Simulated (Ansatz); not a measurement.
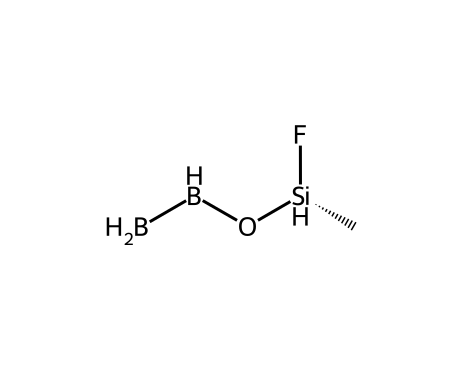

Source: calculation with Ansatz.

2D structure.

> Write the SMILES.

BBO[Si@@H](C)F

> What is the molecular formula?

CH7B2FOSi.

> An optimisation with PBE0-D4/def2-TZVP gave a structure of which point group?

C1.
